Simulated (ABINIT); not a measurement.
# BaZrSe3 (P1): G0W0 in ABINIT against the wavefunction cutoff in GW, part 2 of 2

How does the gap of BaZrSe3 (P1) converge in the wavefunction cutoff in GW?

ABINIT 10.8.3; PBEsol and many-body steps on it, plane waves. Known limits of the many-body steps: not at the basis limit; exchange with frozen shells missing; no spin-orbit coupling; coarse k mesh.

So far. Step 2 (Screening, 2×2×2 mesh, 96 bands, screening to 106.1 eV): Local fields lower ε∞ by 22 %. On a Γ-centred mesh this coarse the value itself is usually too large, while a short band sum pulls it down. Step 5 (19.5 Ha): The gap on the mesh goes from 0.16 eV to 1.65 eV, a correction of +1.50 eV.

**6. Screening, 2×2×2 mesh, 96 bands, screening to 106.1 eV**

This step: RPA screening on PBEsol, plane waves, norm-conserving pseudopotentials.

Input file run.abi:

```
acell 3*1.0 Angstrom
rprim 
  5.287383000000 -0.000000000000 -0.000000000000
  0.003576000000 5.296392000000 -0.000000000000
  0.007950000000 0.010054000000 5.309462000000
ntypat 3
znucl 56 40 34
natom 5
typat 1 2 3 3 3
xred 
  0.998643000000 0.998478000000 0.998673000000
  0.476578000000 0.490069000000 0.476727000000
  0.488317000000 0.998506000000 0.502693000000
  0.983845000000 0.511636000000 0.518540000000
  0.492614000000 0.501310000000 0.993370000000
pp_dirpath "pseudos"
pseudos "Ba.upf, Zr.upf, Se.upf"
ecut 39
ngkpt 2 2 2
nshiftk 1
shiftk 0 0 0
kptopt 1
chksymbreak 0
istwfk *1
occopt 1
irdwfk 1
optdriver 3
nband 96
ecuteps 3.9
inclvkb 2
awtr 1
symchi 1
ecutwfn 29.2
indata_prefix "in"
outdata_prefix "out"
tmpdata_prefix "tmp"
```

Started as:

```sh
> OMP_NUM_THREADS=1 mpirun -n 8 abinit run.abi > log
```

What it wrote:

```text
.Version 10.8.3 of ABINIT. v10.8.2 released Aug 2026.

 Symmetries : space group P1 (#  1); Bravais aP (primitive triclinic)
[... echo of the input left out ...]
== DATASET  1 ==================================================================
-   mpi_nproc: 8, omp_nthreads: 1 (-1 if OMP is not activated)

--- !DatasetInfo
iteration_state: {dtset: 1, }
dimensions: {natom: 5, nkpt: 8, mband: 96, nsppol: 1, nspinor: 1, nspden: 1, mpw: 7580, }
cutoff_energies: {ecut:  29.2, pawecutdg:  -1.0, }
[...]
--------------------------------------------------------------------------------
[... chi0 elements left out ...]
 For q-point:  0.000010 0.000020 0.000030
  dielectric constant =  24.3900
  dielectric constant without local fields =  31.1575

  Average fulfillment of the sum rule on Im[epsilon] for q-point    1 :     38.65  [%]
[... wings left out ...]
  q-point number  2        q = ( 0.500000, 0.000000, 0.000000) [r.l.u.]
--------------------------------------------------------------------------------
[... chi0 elements left out ...]
  Average fulfillment of the sum rule on Im[epsilon] for q-point    2 :     45.61  [%]

 [... 6 further q-points ...]
```

Wall time 28 s (8 MPI ranks of Arm Neoverse V2, shared host); peak memory 3 GiB; 3.8 min of CPU time.

This step gave:

- ε∞ with local fields, on this mesh, along the program's q direction: 24.39
- the same without local fields: 31.16
- plasma frequency: 25.48 eV
- plane waves in the screening matrix: 365

**7. 29.2 Ha**

This step: G0W0 on PBEsol, plane waves, norm-conserving pseudopotentials.

run.abi, as its differences from that of step 6:

```diff
@@ -26,8 +26,17 @@
 irdwfk 1
-optdriver 3
+optdriver 4
 nband 96
+gwcalctyp 0
+ecutsigx 29.2
+symsigma 1
+nkptgw 2
+kptgw 
+  0.5000000000 0.5000000000 0.5000000000
+  0.0000000000 0.0000000000 0.0000000000
+bdgw 
+  34 37
+  34 37
 ecuteps 3.9
-inclvkb 2
-awtr 1
-symchi 1
+irdscr 1
+ppmodel 1
 ecutwfn 29.2
```

What it wrote:

```text
.Version 10.8.3 of ABINIT. v10.8.2 released Aug 2026.

 Symmetries : space group P1 (#  1); Bravais aP (primitive triclinic)
[... echo of the input left out ...]
== DATASET  1 ==================================================================
-   mpi_nproc: 8, omp_nthreads: 1 (-1 if OMP is not activated)

--- !DatasetInfo
iteration_state: {dtset: 1, }
dimensions: {natom: 5, nkpt: 8, mband: 96, nsppol: 1, nspinor: 1, nspden: 1, mpw: 7580, }
cutoff_energies: {ecut:  29.2, pawecutdg:  -1.0, }
[...]
Band     E0 <VxcDFT>   SigX SigC(E0)      Z dSigC/dE  Sig(E)    E-E0       E
[...]
36   5.166 -12.569  -7.743  -3.403   0.788  -0.269 -11.447   1.122   6.287
       37   5.296 -12.655  -8.186  -3.179   0.789  -0.267 -11.637   1.018   6.313

== END DATASET(S) ==============================================================
================================================================================

 -outvars: echo values of variables after computation  --------
           etotal      0.0000000000E+00
            nband          96
             nkpt           8
          spgroup           1
 [... the other variables as echoed above ...]

 Calculation completed.
```

Elapsed: 8.2 s, on 8 MPI ranks; peak memory 1.9 GiB.

This step gave:

```yaml
g0w0_gap_on_the_points_computed: 1.646 eV
starting_gap_on_the_mesh: 0.1573 eV
k_of_the_valence_top: 0.5, 0.5, 0.5
k_of_the_conduction_bottom: 0, 0, 0
least_direct_g0w0_gap_on_the_computed_points: 2.122 eV
```

Against the run before, the gap moves by −0.007 eV.

**8. Screening, 2×2×2 mesh, 96 bands, screening to 106.1 eV**

This step: RPA screening on PBEsol, plane waves, norm-conserving pseudopotentials.

run.abi, as its differences from that of step 7:

```diff
@@ -26,18 +26,8 @@
 irdwfk 1
-optdriver 4
+optdriver 3
 nband 96
-gwcalctyp 0
-ecutsigx 29.2
-symsigma 1
-nkptgw 2
-kptgw 
-  0.5000000000 0.5000000000 0.5000000000
-  0.0000000000 0.0000000000 0.0000000000
-bdgw 
-  34 37
-  34 37
 ecuteps 3.9
-irdscr 1
-ppmodel 1
-ecutwfn 29.2
+inclvkb 2
+awtr 1
+symchi 1
 indata_prefix "in"
```

What it wrote:

```text
.Version 10.8.3 of ABINIT. v10.8.2 released Aug 2026.

 Symmetries : space group P1 (#  1); Bravais aP (primitive triclinic)
[... echo of the input left out ...]
== DATASET  1 ==================================================================
-   mpi_nproc: 8, omp_nthreads: 1 (-1 if OMP is not activated)

--- !DatasetInfo
iteration_state: {dtset: 1, }
dimensions: {natom: 5, nkpt: 8, mband: 96, nsppol: 1, nspinor: 1, nspden: 1, mpw: 11685, }
cutoff_energies: {ecut:  39.0, pawecutdg:  -1.0, }
[...]
--------------------------------------------------------------------------------
[... chi0 elements left out ...]
 For q-point:  0.000010 0.000020 0.000030
  dielectric constant =  24.3351
  dielectric constant without local fields =  31.0822

  Average fulfillment of the sum rule on Im[epsilon] for q-point    1 :     38.66  [%]
[... wings left out ...]
  q-point number  2        q = ( 0.500000, 0.000000, 0.000000) [r.l.u.]
--------------------------------------------------------------------------------
[... chi0 elements left out ...]
  Average fulfillment of the sum rule on Im[epsilon] for q-point    2 :     45.61  [%]

 [... 6 further q-points ...]
```

Elapsed: 38 s, on 8 MPI ranks; peak memory 4 GiB.

Numbers from this step:

```
ε∞ with local fields, on this mesh, along the program's q direction : 24.34
the same without local fields                                       : 31.08
plasma frequency                                                    : 25.48 eV
plane waves in the screening matrix                                 : 365
```

**9. 39 Ha**

This step: G0W0 on PBEsol, plane waves, norm-conserving pseudopotentials.

run.abi, as its differences from that of step 8:

```diff
@@ -26,8 +26,17 @@
 irdwfk 1
-optdriver 3
+optdriver 4
 nband 96
+gwcalctyp 0
+ecutsigx 39
+symsigma 1
+nkptgw 2
+kptgw 
+  0.5000000000 0.5000000000 0.5000000000
+  0.0000000000 0.0000000000 0.0000000000
+bdgw 
+  34 37
+  34 37
 ecuteps 3.9
-inclvkb 2
-awtr 1
-symchi 1
+irdscr 1
+ppmodel 1
 indata_prefix "in"
```

What it wrote:

```text
.Version 10.8.3 of ABINIT. v10.8.2 released Aug 2026.

 Symmetries : space group P1 (#  1); Bravais aP (primitive triclinic)
[... echo of the input left out ...]
== DATASET  1 ==================================================================
-   mpi_nproc: 8, omp_nthreads: 1 (-1 if OMP is not activated)

--- !DatasetInfo
iteration_state: {dtset: 1, }
dimensions: {natom: 5, nkpt: 8, mband: 96, nsppol: 1, nspinor: 1, nspden: 1, mpw: 11685, }
cutoff_energies: {ecut:  39.0, pawecutdg:  -1.0, }
[...]
Band     E0 <VxcDFT>   SigX SigC(E0)      Z dSigC/dE  Sig(E)    E-E0       E
[...]
36   5.166 -12.570  -7.747  -3.403   0.788  -0.269 -11.451   1.119   6.285
       37   5.296 -12.656  -8.190  -3.179   0.789  -0.267 -11.641   1.016   6.311

== END DATASET(S) ==============================================================
================================================================================

 -outvars: echo values of variables after computation  --------
           etotal      0.0000000000E+00
            nband          96
             nkpt           8
          spgroup           1
 [... the other variables as echoed above ...]

 Calculation completed.
```

The job ended after 9 s (8 MPI ranks; peak memory 2.2 GiB; 71 s of CPU time).

Numbers from this step:

| Property | Result |
| --- | --- |
| G0W0 gap on the points computed | 1.640 eV |
| starting gap on the mesh | 0.1573 eV |
| k of the valence top | 0.5, 0.5, 0.5 |
| k of the conduction bottom | 0, 0, 0 |
| least direct G0W0 gap on the computed points | 2.117 eV |

Against the run before, the gap moves by −0.006 eV.

**10. Side by side**

Times are wall times on 8 MPI ranks of Arm Neoverse V2, shared host, good to a factor of about two. A run's time includes the screening step that it read.

```csv
run,mesh,bands,screening cutoff (eV),DFT gap (eV),gap on the mesh (eV),direct (eV),ε∞ used,time
11.7 Ha,2×2×2,96,106.1,0.157,1.448,1.953,24.65,20 s
19.5 Ha,2×2×2,96,106.1,0.157,1.653,2.127,24.99,26 s
29.2 Ha,2×2×2,96,106.1,0.157,1.646,2.122,24.39,37 s
39 Ha,2×2×2,96,106.1,0.157,1.640,2.117,24.34,47 s
```

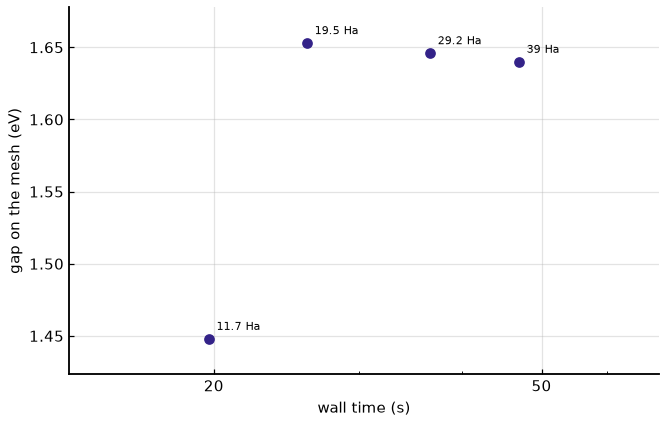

Result against wall time.

**11. Summary of results**

| Property | Result |
| --- | --- |
| 11.7 Ha | 1.448 eV |
| 19.5 Ha | 1.653 eV |
| 29.2 Ha | 1.646 eV |
| 39 Ha | 1.640 eV |
| known limits | not at the basis limit; exchange with frozen shells missing; no spin-orbit coupling; coarse k mesh |

**Reading.** The setting moved: wavefunction cutoff in GW. From 11.7 Ha to 39 Ha the gap moves by +0.19 eV, for 2.4 times the time. It holds to 0.03 eV from 19.5 Ha on. Bands and screening cutoff are coupled, so a series along one setting does not show full convergence. The exchange cutoff follows the wavefunction cutoff here. Bands and cutoff are finite, so the gap is not at the basis limit. The miss can reach some tenths of an eV and take either sign; the mesh is an error of its own. In the G0W0 runs levels were corrected at 2 k points alone, so a gap called «on the mesh» is the least over those, and an edge elsewhere would be missed. The 2×2×2 mesh is coarse for this cell, which bears on the long-range parts of exchange and screening. The norm-conserving file of at least one element keeps a d shell over frozen s and p shells of the same row. Exchange with those shells is missing from the self-energy, an error of 0.3 to 0.9 eV in cases checked, whose sign depends on which edge lies on those atoms. The many-body steps are scalar-relativistic: spin-orbit coupling is not in them.

[Paths, hosts, dates, memory and timing lines, banners, echoed tables and standing remarks are left out of the program output.]

[Logs are printed without paths, hosts, clocks, repeated set-up lines and the standing remarks that a program may print on its own settings, such as how far it seeks lower states.]

[Runs of the session that timed out or met a known fault of the program may be left out.]

[Hosts, paths, dates, database ids (printed as entryN), source tags and the programs' standing remarks are cut or masked in the printed files.]

[G0W0 gaps are taken among the corrected bands and points alone; a level outside them can change the order at an edge.]

[Where Ansatz stands beside ABINIT at settings called matched, ABINIT's density can come from a denser mesh and the files from another edition; pairs whose starting gaps differed by over 0.03 eV were left out, so agreement reads better than it is.]
